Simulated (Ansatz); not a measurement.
# BrH₅O₂Si₂: a ladder of functionals and wavefunction methods

Aim: compute BrH₅O₂Si₂ with functionals from several rungs and with coupled cluster. The yardstick is the atomisation energy at the CCSD(T) limit.

Program: Ansatz 0.2.0, Gaussian basis. Level of theory: functionals in def2-TZVPP, the program's frozen cores in correlated methods. These are calculated values, not measurements.

The runs, in order: LDA (SPW92), PBE-D4, revPBE-D4, BLYP-D4, r2SCAN-D4, B97M-V, PBE0-D4, B3LYP-D4, r2SCANh-D4, r2SCAN0-D4, HSE06-D4, BHLYP-D4, CAM-B3LYP-D4, LC-ωPBE, ωB97X-V, ωB97M-V, B2PLYP, PBE-QIDH; CCSD(T)/def2-SVP; CCSD(T)/def2-TZVPP; MP2/def2-QZVPP; extrapolation to the limit; RPA on PBE.

### Step 1. The relaxed structure

The geometry comes from an earlier relaxation with PBE0-D4 in a triple-zeta def2 set; it is a stationary point, not always the lowest conformer.

SMILES `O[SiH](Br)O[SiH3]`, 10 atoms, charge 0, spin multiplicity 1.

Atoms are counted from 1 here; the program's logs count them from 0.

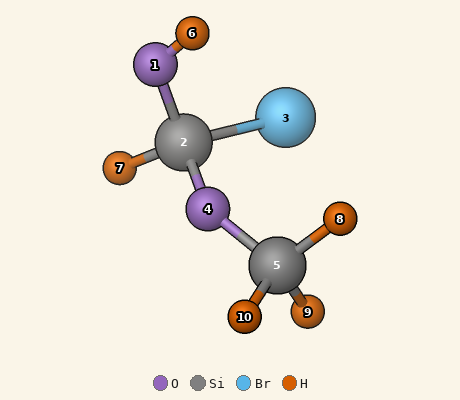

The geometry (oxygen purple, silicon grey, bromine blue, hydrogen orange); atoms are numbered from 1 in the order of the file.

### Step 2. LDA

This LDA is Slater exchange with PW92 correlation.

Input file in.yaml:

```yaml
crystal:
  periodic: [false, false, false]
  atoms:
    - {symbol: O, position_ang: [-0.307638, 0.006453, 2.457376]}
    - {symbol: Si, position_ang: [-0.865615, 0.333840, 0.968709]}
    - {symbol: Br, position_ang: [-0.411056, 2.449417, 0.438963]}
    - {symbol: O, position_ang: [-0.196780, -0.604512, -0.163980]}
    - {symbol: Si, position_ang: [0.699084, -0.638268, -1.543278]}
    - {symbol: H, position_ang: [0.591389, 0.249151, 2.685099]}
    - {symbol: H, position_ang: [-2.319730, 0.138789, 1.008653]}
    - {symbol: H, position_ang: [2.067090, -0.131065, -1.269467]}
    - {symbol: H, position_ang: [0.058468, 0.194688, -2.590200]}
    - {symbol: H, position_ang: [0.767885, -2.049692, -1.988874]}
basis:
  gaussian: {orbitals: def2-TZVPP}
hamiltonian: {xc: lda}
output: {orbitals: {seedname: orbitals}}
```

Command:

```console
ansatz run in.yaml --threads 4 --pin off --events-out ev --progress --plain --max-ram 10444MiB
```

The log of the run (excerpt; [...] marks lines left out):

```text
Functional definition: SPW92
  name "SPW92"
  cite "Dirac, Proc. Camb. Phil. Soc. 26, 376 (1930) doi:10.1017/S0305004100016108"
  cite "Slater, Phys. Rev. 81, 385 (1951) doi:10.1103/PhysRev.81.385"
  cite "Perdew & Wang, Phys. Rev. B 45, 13244 (1992) doi:10.1103/PhysRevB.45.13244"
[...]
1549 factors; their error is unknown
[...]
mean field -89794.74265419 eV, -3299.8959274790 hartree, gradient 2.3e-5 eV, S^2 0.000000; 0 other end points of the search recorded, 0 dependent functions left out
reference -89794.74269755 eV, -3299.8959290723 hartree; 42, 42 occupied and 222, 222 virtual orbitals, 1549 factors
Total energy: -89794.74269755 eV, -3299.8959290723 hartree
```

Run time: 1.5 s. Hardware: 4 threads of AMD EPYC 7B13, shared host.

With the free atoms at this level, -89753.420 eV in sum, the atomisation energy is 41.323 eV. HOMO -7.42 eV, LUMO -1.15 eV.

### Step 3. PBE-D4 (GGA)

Changes to in.yaml since step 2:

```diff
@@ -15,3 +15,3 @@
   gaussian: {orbitals: def2-TZVPP}
-hamiltonian: {xc: lda}
-output: {orbitals: {seedname: orbitals}}
+hamiltonian: {xc: pbe, dispersion: d4}
+output: {forces: true, orbitals: {seedname: orbitals}}
```

The command is unchanged.

The log of the run (excerpt; [...] marks lines left out):

```text
Functional definition: PBE
  name "PBE"
  cite "Perdew, Burke & Ernzerhof, Phys. Rev. Lett. 77, 3865 (1996) doi:10.1103/PhysRevLett.77.3865"
  parent pbe
[...]
1549 factors; their error is unknown
[...]
mean field -89961.32860870 eV, -3306.0178483909 hartree, gradient 4.1e-5 eV, S^2 0.000000; 0 other end points of the search recorded, 0 dependent functions left out
[...]
Atom 6 at    -2.319730     0.138789     1.008653 Å, force    -0.175123    -0.043567     0.022594 eV/Å
Atom 7 at     2.067090    -0.131065    -1.269467 Å, force     0.153614     0.053967     0.016861 eV/Å
Atom 8 at     0.058468     0.194688    -2.590200 Å, force    -0.061127     0.089558    -0.123895 eV/Å
Atom 9 at     0.767885    -2.049692    -1.988874 Å, force     0.007962    -0.154491    -0.050348 eV/Å
Dipole moment:     0.227548    -0.115664    -0.008835 e Å
```

Run time: 2.6 s. Hardware: 4 threads of AMD EPYC 7B13, shared host.

Atomisation energy: 36.572 eV (free atoms -89925.031 eV, run apart). HOMO -7.25 eV, LUMO -0.88 eV.

### Step 4. revPBE-D4 (GGA)

Changes to in.yaml since step 3:

```diff
@@ -15,3 +15,3 @@
   gaussian: {orbitals: def2-TZVPP}
-hamiltonian: {xc: pbe, dispersion: d4}
-output: {forces: true, orbitals: {seedname: orbitals}}
+hamiltonian: {xc: {name: revPBE}, dispersion: d4}
+output: {orbitals: {seedname: orbitals}}
```

Launched as before.

The log of the run (excerpt; [...] marks lines left out):

```text
Functional definition: revPBE
  name "revPBE"
  cite "Zhang & Yang, Phys. Rev. Lett. 80, 890 (1998) doi:10.1103/PhysRevLett.80.890"
  cite "Perdew, Burke & Ernzerhof, Phys. Rev. Lett. 77, 3865 (1996) doi:10.1103/PhysRevLett.77.3865"
[...]
1549 factors; their error is unknown
[...]
mean field -89973.61384802 eV, -3306.4693226089 hartree, gradient 2.6e-5 eV, S^2 0.000000; 0 other end points of the search recorded, 0 dependent functions left out
reference -89973.61390588 eV, -3306.4693247354 hartree; 42, 42 occupied and 222, 222 virtual orbitals, 1549 factors
Total energy: -89974.34489218 eV, -3306.4961879861 hartree
```

Run time: 2.2 s. Hardware: 4 threads of AMD EPYC 7B13, shared host.

With the free atoms at this level, -89938.639 eV in sum, the atomisation energy is 35.706 eV. HOMO -7.19 eV, LUMO -0.75 eV.

### Step 5. BLYP-D4 (GGA)

Changes to in.yaml since step 4:

```diff
@@ -15,3 +15,3 @@
   gaussian: {orbitals: def2-TZVPP}
-hamiltonian: {xc: {name: revPBE}, dispersion: d4}
+hamiltonian: {xc: {name: BLYP}, dispersion: d4}
 output: {orbitals: {seedname: orbitals}}
```

The command is unchanged.

The log of the run (excerpt; [...] marks lines left out):

```text
Functional definition: BLYP
  name "BLYP"
  cite "Becke, Phys. Rev. A 38, 3098 (1988) doi:10.1103/PhysRevA.38.3098"
  cite "Lee, Yang & Parr, Phys. Rev. B 37, 785 (1988) doi:10.1103/PhysRevB.37.785"
[...]
1549 factors; their error is unknown
[...]
mean field -89984.34414830 eV, -3306.8636538707 hartree, gradient 2.3e-5 eV, S^2 0.000000; 0 other end points of the search recorded, 0 dependent functions left out
reference -89984.34454289 eV, -3306.8636683719 hartree; 42, 42 occupied and 222, 222 virtual orbitals, 1549 factors
Total energy: -89984.93289641 eV, -3306.8852899649 hartree
```

Wall time 2.1 s (4 threads of AMD EPYC 7B13, shared host).

Atomisation energy: 36.286 eV (free atoms -89948.647 eV, run apart). HOMO -7.08 eV, LUMO -0.75 eV.

### Step 6. r2SCAN-D4 (meta-GGA)

Changes to in.yaml since step 5:

```diff
@@ -15,3 +15,3 @@
   gaussian: {orbitals: def2-TZVPP}
-hamiltonian: {xc: {name: BLYP}, dispersion: d4}
-output: {orbitals: {seedname: orbitals}}
+hamiltonian: {xc: r2scan, dispersion: d4}
+output: {forces: true, orbitals: {seedname: orbitals}}
```

Same command.

The log of the run (excerpt; [...] marks lines left out):

```text
Functional definition: r2SCAN
  name "r2SCAN"
  cite "Furness, Kaplan, Ning, Perdew & Sun, J. Phys. Chem. Lett. 11, 8208 (2020) doi:10.1021/acs.jpclett.0c02405"
  cite "Furness, Kaplan, Ning, Perdew & Sun, J. Phys. Chem. Lett. 11, 9248 (2020) doi:10.1021/acs.jpclett.0c03077"
  parent r2scan
[...]
1549 factors; their error is unknown
[...]
Atom 6 at    -2.319730     0.138789     1.008653 Å, force     0.038297    -0.004792     0.007283 eV/Å
Atom 7 at     2.067090    -0.131065    -1.269467 Å, force    -0.026980    -0.009416    -0.014291 eV/Å
Atom 8 at     0.058468     0.194688    -2.590200 Å, force     0.020796    -0.019049     0.016583 eV/Å
Atom 9 at     0.767885    -2.049692    -1.988874 Å, force     0.003186     0.037647     0.003117 eV/Å
Dipole moment:     0.230880    -0.124117    -0.010077 e Å
```

Run time: 4.4 s. Hardware: 4 threads of AMD EPYC 7B13, shared host.

With the free atoms at this level, -89944.298 eV in sum, the atomisation energy is 36.742 eV. HOMO -7.61 eV, LUMO -0.44 eV.

### Step 7. B97M-V (meta-GGA)

Changes to in.yaml since step 6:

```diff
@@ -15,3 +15,3 @@
   gaussian: {orbitals: def2-TZVPP}
-hamiltonian: {xc: r2scan, dispersion: d4}
-output: {forces: true, orbitals: {seedname: orbitals}}
+hamiltonian: {xc: {name: B97M-V}}
+output: {orbitals: {seedname: orbitals}}
```

Launched as before.

The log of the run (excerpt; [...] marks lines left out):

```text
Functional definition: B97M-V
  name "B97M-V"
  cite "Mardirossian & Head-Gordon, J. Chem. Phys. 142, 074111 (2015) doi:10.1063/1.4907719"
  cite "Becke, J. Chem. Phys. 107, 8554 (1997) doi:10.1063/1.475007"
  cite "Vydrov & Van Voorhis, J. Chem. Phys. 133, 244103 (2010) doi:10.1063/1.3521275"
  # Of w^i u^j: cxij and so on, Table III.
[...]
  gx(w, u) = cx00 + cx01*u + cx02*u^2 + (cx10 + cx11*u)*w
[...]
  gos(w, u) = cos00 + cos01*u + cos03*u^3 + cos10*w + cos32*w^3*u^2
[...]
      + integral(e_c_pw_mod_opposite_spin*gos(b97_w_opposite, b97_u_opposite)) + vv10(b, c)
1549 factors; their error is unknown
[...]
mean field -89966.90638380 eV, -3306.2228278453 hartree, gradient 3.8e-5 eV, S^2 0.000000; 0 other end points of the search recorded, 0 dependent functions left out
reference -89966.90645171 eV, -3306.2228303410 hartree; 42, 42 occupied and 222, 222 virtual orbitals, 1549 factors
Total energy: -89966.90645171 eV, -3306.2228303410 hartree
```

Wall time 7.5 s (4 threads of AMD EPYC 7B13, shared host).

Atomisation energy: 36.691 eV (free atoms -89930.215 eV, run apart). HOMO -7.72 eV, LUMO -0.71 eV.

### Step 8. PBE0-D4 (hybrid)

Changes to in.yaml since step 7:

```diff
@@ -15,3 +15,3 @@
   gaussian: {orbitals: def2-TZVPP}
-hamiltonian: {xc: {name: B97M-V}}
+hamiltonian: {xc: pbe0, dispersion: d4}
 output: {orbitals: {seedname: orbitals}}
```

Its log isn't repeated here (it stands with the study of this molecule's fields); it ends on a total energy of -89965.732412 eV.

With the free atoms at this level, -89929.638 eV in sum, the atomisation energy is 36.095 eV. HOMO -8.60 eV, LUMO -0.01 eV.

### Step 9. B3LYP-D4 (hybrid)

B3LYP here takes the VWN-RPA correlation.

Changes to in.yaml since step 8:

```diff
@@ -15,3 +15,3 @@
   gaussian: {orbitals: def2-TZVPP}
-hamiltonian: {xc: pbe0, dispersion: d4}
-output: {orbitals: {seedname: orbitals}}
+hamiltonian: {xc: {name: B3LYP}, dispersion: d4}
+output: {forces: true, orbitals: {seedname: orbitals}}
```

The command is unchanged.

The log of the run (excerpt; [...] marks lines left out):

```text
Functional definition: B3LYP
  name "B3LYP"
  cite "Stephens, Devlin, Chabalowski & Frisch, J. Phys. Chem. 98, 11623 (1994) doi:10.1021/j100096a001"
  cite "Becke, Phys. Rev. A 38, 3098 (1988) doi:10.1103/PhysRevA.38.3098"
  cite "Lee, Yang & Parr, Phys. Rev. B 37, 785 (1988) doi:10.1103/PhysRevB.37.785"
  cite "Vosko, Wilk & Nusair, Can. J. Phys. 58, 1200 (1980) doi:10.1139/p80-159"
[...]
1592 factors; their error is unknown
[...]
Atom 6 at    -2.319730     0.138789     1.008653 Å, force     0.095435     0.008136     0.001267 eV/Å
Atom 7 at     2.067090    -0.131065    -1.269467 Å, force    -0.090705    -0.030093    -0.021573 eV/Å
Atom 8 at     0.058468     0.194688    -2.590200 Å, force     0.046549    -0.055248     0.069340 eV/Å
Atom 9 at     0.767885    -2.049692    -1.988874 Å, force    -0.001183     0.092846     0.022319 eV/Å
Dipole moment:     0.229274    -0.115833    -0.025474 e Å
```

Run time: 5.5 s. Hardware: 4 threads of AMD EPYC 7B13, shared host; peak memory 0.93 GiB.

With the free atoms at this level, -89950.733 eV in sum, the atomisation energy is 36.452 eV. HOMO -8.32 eV, LUMO -0.24 eV.

### Step 10. r2SCANh-D4 (hybrid)

Changes to in.yaml since step 9:

```diff
@@ -15,3 +15,3 @@
   gaussian: {orbitals: def2-TZVPP}
-hamiltonian: {xc: {name: B3LYP}, dispersion: d4}
-output: {forces: true, orbitals: {seedname: orbitals}}
+hamiltonian: {xc: {name: r2SCANh}, dispersion: d4}
+output: {orbitals: {seedname: orbitals}}
```

Same command.

The log of the run (excerpt; [...] marks lines left out):

```text
Functional definition: r2SCANh
  name "r2SCANh"
  cite "Bursch, Neugebauer, Ehlert & Grimme, J. Chem. Phys. 156, 134105 (2022) doi:10.1063/5.0086040"
  cite "Furness, Kaplan, Ning, Perdew & Sun, J. Phys. Chem. Lett. 11, 8208 (2020) doi:10.1021/acs.jpclett.0c02405"
  cite "Furness, Kaplan, Ning, Perdew & Sun, J. Phys. Chem. Lett. 11, 9248 (2020) doi:10.1021/acs.jpclett.0c03077"
  parent r2scan
[...]
1564 factors; their error is unknown
[...]
mean field -89980.64550051 eV, -3306.7277310718 hartree, gradient 4.1e-5 eV, S^2 0.000000; 0 other end points of the search recorded, 0 dependent functions left out
reference -89980.64551295 eV, -3306.7277315287 hartree; 42, 42 occupied and 222, 222 virtual orbitals, 1564 factors
Total energy: -89980.71700982 eV, -3306.7303589904 hartree
```

Wall time 5.5 s (4 threads of AMD EPYC 7B13, shared host); peak memory 0.92 GiB.

Atomisation energy: 36.496 eV (free atoms -89944.221 eV, run apart). HOMO -8.11 eV, LUMO -0.15 eV.

### Step 11. r2SCAN0-D4 (hybrid)

Changes to in.yaml since step 10:

```diff
@@ -15,3 +15,3 @@
   gaussian: {orbitals: def2-TZVPP}
-hamiltonian: {xc: {name: r2SCANh}, dispersion: d4}
+hamiltonian: {xc: {name: r2SCAN0}, dispersion: d4}
 output: {orbitals: {seedname: orbitals}}
```

Same command.

The log of the run (excerpt; [...] marks lines left out):

```text
Functional definition: r2SCAN0
  name "r2SCAN0"
  cite "Bursch, Neugebauer, Ehlert & Grimme, J. Chem. Phys. 156, 134105 (2022) doi:10.1063/5.0086040"
  cite "Furness, Kaplan, Ning, Perdew & Sun, J. Phys. Chem. Lett. 11, 8208 (2020) doi:10.1021/acs.jpclett.0c02405"
  cite "Furness, Kaplan, Ning, Perdew & Sun, J. Phys. Chem. Lett. 11, 9248 (2020) doi:10.1021/acs.jpclett.0c03077"
  parent r2scan
[...]
1592 factors; their error is unknown
[...]
mean field -89980.19080853 eV, -3306.7110214496 hartree, gradient 3.3e-5 eV, S^2 0.000000; 0 other end points of the search recorded, 0 dependent functions left out
reference -89980.19081930 eV, -3306.7110218453 hartree; 42, 42 occupied and 222, 222 virtual orbitals, 1592 factors
Total energy: -89980.27051286 eV, -3306.7139505297 hartree
```

It took 6 s on 4 threads of AMD EPYC 7B13, shared host; peak memory 0.93 GiB.

Atomisation energy: 36.144 eV (free atoms -89944.127 eV, run apart). HOMO -8.85 eV, LUMO 0.26 eV.

### Step 12. HSE06-D4 (hybrid)

HSE06 is the plane-wave form, built on full-range PBE exchange.

Changes to in.yaml since step 11:

```diff
@@ -15,3 +15,3 @@
   gaussian: {orbitals: def2-TZVPP}
-hamiltonian: {xc: {name: r2SCAN0}, dispersion: d4}
+hamiltonian: {xc: hse06, dispersion: d4}
 output: {orbitals: {seedname: orbitals}}
```

The command is unchanged.

The log of the run (excerpt; [...] marks lines left out):

```text
Functional definition: HSE06
  name "HSE06"
  cite "Heyd, Scuseria & Ernzerhof, J. Chem. Phys. 118, 8207 (2003) doi:10.1063/1.1564060"
  cite "Krukau, Vydrov, Izmaylov & Scuseria, J. Chem. Phys. 125, 224106 (2006) doi:10.1063/1.2404663"
  cite "Heyd & Scuseria, J. Chem. Phys. 120, 7274 (2004) doi:10.1063/1.1668634"
  cite "Ernzerhof & Perdew, J. Chem. Phys. 109, 3313 (1998) doi:10.1063/1.476928"
[...]
1592 factors; their error is unknown
117 factors; integrals over basis functions are off by at most 7.8e-7 eV
[...]
mean field -89965.07359213 eV, -3306.1554739935 hartree, gradient 4.6e-5 eV, S^2 0.000000; 0 other end points of the search recorded, 0 dependent functions left out
reference -89965.07363861 eV, -3306.1554757017 hartree; 42, 42 occupied and 222, 222 virtual orbitals, 1592 factors
Total energy: -89965.29556890 eV, -3306.1636314897 hartree
```

It took 3.9 s on 4 threads of AMD EPYC 7B13, shared host; peak memory 0.95 GiB.

Atomisation energy: 36.116 eV (free atoms -89929.179 eV, run apart). HOMO -8.20 eV, LUMO -0.38 eV.

### Step 13. BHLYP-D4 (hybrid)

Changes to in.yaml since step 12:

```diff
@@ -15,3 +15,3 @@
   gaussian: {orbitals: def2-TZVPP}
-hamiltonian: {xc: hse06, dispersion: d4}
+hamiltonian: {xc: {name: BHLYP}, dispersion: d4}
 output: {orbitals: {seedname: orbitals}}
```

Launched as before.

The log of the run (excerpt; [...] marks lines left out):

```text
Functional definition: BHLYP
  name "BHLYP"
  cite "Becke, J. Chem. Phys. 98, 1372 (1993) doi:10.1063/1.464304"
  cite "Becke, Phys. Rev. A 38, 3098 (1988) doi:10.1103/PhysRevA.38.3098"
  cite "Lee, Yang & Parr, Phys. Rev. B 37, 785 (1988) doi:10.1103/PhysRevB.37.785"
[...]
1724 factors; their error is unknown
[...]
mean field -89982.76765817 eV, -3306.8057189273 hartree, gradient 6.8e-5 eV, S^2 0.000000; 0 other end points of the search recorded, 0 dependent functions left out
reference -89982.76785906 eV, -3306.8057263099 hartree; 42, 42 occupied and 222, 222 virtual orbitals, 1724 factors
Total energy: -89983.14248697 eV, -3306.8194936316 hartree
```

Run time: 3.9 s. Hardware: 4 threads of AMD EPYC 7B13, shared host; peak memory 0.93 GiB.

With the free atoms at this level, -89947.481 eV in sum, the atomisation energy is 35.661 eV. HOMO -9.78 eV, LUMO 0.83 eV.

### Step 14. CAM-B3LYP-D4 (range-separated)

Changes to in.yaml since step 13:

```diff
@@ -15,3 +15,3 @@
   gaussian: {orbitals: def2-TZVPP}
-hamiltonian: {xc: {name: BHLYP}, dispersion: d4}
+hamiltonian: {xc: {name: CAM-B3LYP}, dispersion: d4}
 output: {orbitals: {seedname: orbitals}}
```

Launched as before.

The log of the run (excerpt; [...] marks lines left out):

```text
Functional definition: CAM-B3LYP
  name "CAM-B3LYP"
  cite "Yanai, Tew & Handy, Chem. Phys. Lett. 393, 51 (2004) doi:10.1016/j.cplett.2004.06.011"
  cite "Iikura, Tsuneda, Yanai & Hirao, J. Chem. Phys. 115, 3540 (2001) doi:10.1063/1.1383587"
  cite "Becke, Phys. Rev. A 38, 3098 (1988) doi:10.1103/PhysRevA.38.3098"
  cite "Lee, Yang & Parr, Phys. Rev. B 37, 785 (1988) doi:10.1103/PhysRevB.37.785"
[...]
1592 factors; their error is unknown
352 factors; integrals over basis functions are off by at most 1.4e-5 eV
[...]
mean field -89987.37067065 eV, -3306.9748765157 hartree, gradient 4.4e-5 eV, S^2 0.000000; 0 other end points of the search recorded, 0 dependent functions left out
reference -89987.37081430 eV, -3306.9748817949 hartree; 42, 42 occupied and 222, 222 virtual orbitals, 1592 factors
Total energy: -89987.61452336 eV, -3306.9838379376 hartree
```

It took 4.4 s on 4 threads of AMD EPYC 7B13, shared host; peak memory 1 GiB.

Atomisation energy: 36.751 eV (free atoms -89950.864 eV, run apart). HOMO -9.95 eV, LUMO 0.94 eV.

### Step 15. LC-ωPBE (range-separated)

Changes to in.yaml since step 14:

```diff
@@ -15,3 +15,3 @@
   gaussian: {orbitals: def2-TZVPP}
-hamiltonian: {xc: {name: CAM-B3LYP}, dispersion: d4}
+hamiltonian: {xc: {name: LC-wPBE}}
 output: {orbitals: {seedname: orbitals}}
```

Same command.

The log of the run (excerpt; [...] marks lines left out):

```text
Functional definition: LC-wPBE
  name "LC-wPBE"
  cite "Vydrov & Scuseria, J. Chem. Phys. 125, 234109 (2006) doi:10.1063/1.2409292"
  cite "Heyd & Scuseria, J. Chem. Phys. 120, 7274 (2004) doi:10.1063/1.1668634"
  cite "Ernzerhof & Perdew, J. Chem. Phys. 109, 3313 (1998) doi:10.1063/1.476928"
  cite "Perdew, Burke & Ernzerhof, Phys. Rev. Lett. 77, 3865 (1996) doi:10.1103/PhysRevLett.77.3865"
  parent pbe
[...]
1549 factors; their error is unknown
475 factors; integrals over basis functions are off by at most 4.4e-5 eV
[...]
mean field -89967.78311463 eV, -3306.2550471089 hartree, gradient 3.0e-5 eV, S^2 0.000000; 0 other end points of the search recorded, 0 dependent functions left out
reference -89967.78311464 eV, -3306.2550471092 hartree; 42, 42 occupied and 222, 222 virtual orbitals, 1549 factors
Total energy: -89967.78311464 eV, -3306.2550471092 hartree
```

It took 2.9 s on 4 threads of AMD EPYC 7B13, shared host; peak memory 0.62 GiB.

Atomisation energy: 36.159 eV (free atoms -89931.624 eV, run apart). HOMO -11.36 eV, LUMO 2.15 eV.

### Step 16. ωB97X-V (range-separated)

Changes to in.yaml since step 15:

```diff
@@ -15,3 +15,3 @@
   gaussian: {orbitals: def2-TZVPP}
-hamiltonian: {xc: {name: LC-wPBE}}
+hamiltonian: {xc: {name: wB97X-V}}
 output: {orbitals: {seedname: orbitals}}
```

Launched as before.

The log of the run (excerpt; [...] marks lines left out):

```text
Functional definition: wB97X-V
  name "wB97X-V"
  cite "Mardirossian & Head-Gordon, Phys. Chem. Chem. Phys. 16, 9904 (2014) doi:10.1039/C3CP54374A"
  cite "Becke, J. Chem. Phys. 107, 8554 (1997) doi:10.1063/1.475007"
  cite "Vydrov & Van Voorhis, J. Chem. Phys. 133, 244103 (2010) doi:10.1063/1.3521275"
[...]
      + integral(e_c_pw_opposite_spin*poly(b97_u_opposite, cos0, cos1)) + vv10(b, c)
1592 factors; their error is unknown
314 factors; integrals over basis functions are off by at most 2.9e-5 eV
[...]
mean field -89974.52045066 eV, -3306.5026396413 hartree, gradient 5.6e-5 eV, S^2 0.000000; 0 other end points of the search recorded, 0 dependent functions left out
reference -89974.52044840 eV, -3306.5026395582 hartree; 42, 42 occupied and 222, 222 virtual orbitals, 1592 factors
Total energy: -89974.52044840 eV, -3306.5026395582 hartree
```

Wall time 8 s (4 threads of AMD EPYC 7B13, shared host); peak memory 1.1 GiB.

Atomisation energy: 36.862 eV (free atoms -89937.658 eV, run apart). HOMO -11.00 eV, LUMO 1.98 eV.

### Step 17. ωB97M-V (range-separated)

Changes to in.yaml since step 16:

```diff
@@ -15,3 +15,3 @@
   gaussian: {orbitals: def2-TZVPP}
-hamiltonian: {xc: {name: wB97X-V}}
-output: {orbitals: {seedname: orbitals}}
+hamiltonian: {xc: {name: wB97M-V}}
+output: {forces: true, orbitals: {seedname: orbitals}}
```

Same command.

The log of the run (excerpt; [...] marks lines left out):

```text
Functional definition: wB97M-V
  name "wB97M-V"
  cite "Mardirossian & Head-Gordon, J. Chem. Phys. 144, 214110 (2016) doi:10.1063/1.4952647"
  cite "Becke, J. Chem. Phys. 107, 8554 (1997) doi:10.1063/1.475007"
  cite "Vydrov & Van Voorhis, J. Chem. Phys. 133, 244103 (2010) doi:10.1063/1.3521275"
  # Of w^i u^j: cxij and so on, Table III.
[...]
  gx(w, u) = 1 - cx + cx01*u + cx10*w
[...]
Atom 6 at    -2.319730     0.138789     1.008653 Å, force     0.188361     0.032585    -0.005029 eV/Å
Atom 7 at     2.067090    -0.131065    -1.269467 Å, force    -0.163934    -0.053361    -0.028650 eV/Å
Atom 8 at     0.058468     0.194688    -2.590200 Å, force     0.074335    -0.094060     0.129581 eV/Å
Atom 9 at     0.767885    -2.049692    -1.988874 Å, force    -0.007221     0.175958     0.051318 eV/Å
Dipole moment:     0.231901    -0.119899    -0.019860 e Å
```

Run time: 12 s. Hardware: 4 threads of AMD EPYC 7B13, shared host; peak memory 1.2 GiB.

Atomisation energy: 36.756 eV (free atoms -89941.733 eV, run apart). HOMO -10.87 eV, LUMO 1.62 eV.

[end of part 1 of 2]
